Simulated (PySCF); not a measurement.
**SnO−: bond curves at several levels of theory**

What are the lowest state that PBE0 finds, the bond length, vibrational wavenumber and bond energy of SnO−, and how much do these hang on the method?

Program: PySCF 2.14.0. Level of theory: Sn def2-SVPD with ECP28, O def2-SVPD, scalar-relativistic core potentials. These are calculated values, not measurements.

1 further run of the same task is left out (set aside as unsound or not needed).

## (1) Input

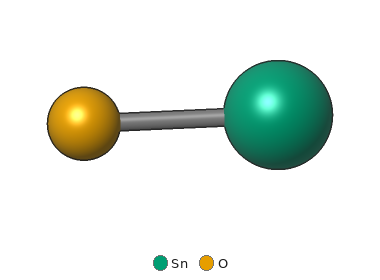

The two atoms at the starting distance (tin teal, oxygen amber).

The job is set up so:

```
atoms                         : Sn, O
charge                        : -1
basis                         : Sn def2-SVPD with ECP28, O def2-SVPD
Hamiltonian                   : scalar-relativistic core potentials
basis functions               : 55
electrons treated             : 31
masses in u                   : 119.9022, 15.9949
levels                        : PBE0, PBE, r²SCAN, M06-2X, BHandHLYP, B3LYP, MP2, SCS-MP2
grid                          : 80 radial by 434 angular points
occupations                   : held fixed by the projection of orbital angular momentum
dissociation limit            : Sn + O−, each in its ground configuration
starting distance in angstrom : 2.050
values of 2S to try           : 1, 3
```

The run is started by

```console
$ OMP_NUM_THREADS=1 python dia.py task.json out
```

Further steps of the session: First curve: PBE0; Excited determinants; PBE (GGA); r²SCAN; M06-2X (hybrid meta-GGA); BHandHLYP (global hybrid GGA); B3LYP (global hybrid GGA).

**Question.** What will these runs give? Wanted: for each run, Re; ωe; De; μ.

The runs gave:

Lowest PBE0 solution found, without spin–orbit coupling: ²Π (doublet), unpaired electrons π ↑. State 2 has its PBE0 minimum 1.62 eV higher. The other levels ran on the lowest alone.

```
    level  Re (Å)  ωe (cm⁻¹)  De (eV)  μ (D)
      PBE   1.950        660     4.67  -3.73
   r²SCAN   1.925        700     4.47  -3.70
    B3LYP   1.932        692     4.22  -4.10
     PBE0   1.916        717     4.25  -3.94
BHandHLYP   1.901        748     3.75  -4.34
   M06-2X   1.914        732     3.98  -4.30
```

De is counted to Sn + O− in their ground configurations. A positive dipole points from Sn to O; in an ion it is taken about the centre of mass and does not tell which atom is negative. No constants: UHF-MP2 (the points don't follow one smooth fit); UHF-SCS-MP2 (the points don't follow one smooth fit).

**Reading.** Bond lengths run from 1.901 Å (BHandHLYP) to 1.950 Å (PBE). Among the levels with a De in the table, it runs from 3.75 eV (BHandHLYP) to 4.67 eV (PBE).

Correlated steps freeze 5 core orbitals. Spin–orbit coupling is left out, which matters for elements this heavy, above all for dissociation energies. With some functionals the highest level of the anion is positive, from self-interaction error or because the anion is truly unbound there; the finite basis then holds the extra electron, and no neutral molecule was run to test the binding.
